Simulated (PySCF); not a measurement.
| atom | x (Å) | y (Å) | z (Å) |
| --- | --- | --- | --- |
| C | 3.2308 | 0.1687 | 0.2755 |
| C | 1.7957 | 0.1503 | 0.0614 |
| C | 0.6072 | 0.1281 | -0.1128 |
| C | -0.8067 | 0.0712 | -0.2839 |
| C | -1.4730 | 1.4349 | -0.3045 |
| C | -1.3616 | -1.0033 | -1.1953 |
| C | -1.5862 | -1.1199 | 0.2874 |
| S | -0.8798 | -2.4022 | 1.2581 |
| H | 3.4951 | 0.9345 | 1.0084 |
| H | 3.7610 | 0.3787 | -0.6577 |
| H | 3.5561 | -0.8018 | 0.6527 |
| H | -1.2654 | 1.9736 | 0.6212 |
| H | -2.5524 | 1.3288 | -0.4068 |
| H | -1.1031 | 2.0368 | -1.1396 |
| H | -0.6486 | -1.6847 | -1.6393 |
| H | -2.1865 | -0.7363 | -1.8487 |
| H | -2.5897 | -0.8454 | 0.6225 |

Geometry: GFN2-xTB.

Computed with PySCF, PBE0/def2-SVPD, SCF density, gas phase.

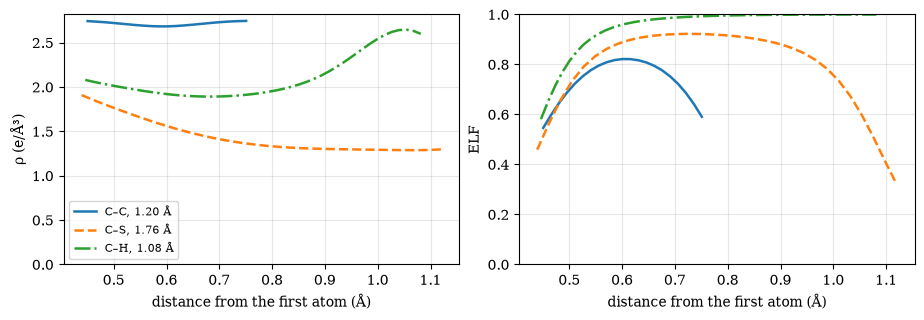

C₇H₉S (charge −1). Total electron density and electron localisation function along straight lines between neighbouring atoms. The curves leave out the atomic cores.

### Compare the contacts.

C–C (1.20 Å): ρ at the midpoint is about 2.7 e/Å³; the ELF peaks at about 0.80 between the atoms; a short, multiple covalent bond.
C–S (1.76 Å): the density is about 1.3 e/Å³ at the midpoint; the ELF peaks at about 0.90 between the atoms; a covalent bond.
C–H (1.08 Å): the density is about 2 e/Å³ at the midpoint; the ELF climbs to about 1 towards the hydrogen, as it does in any bond to H: an ordinary covalent bond to hydrogen.
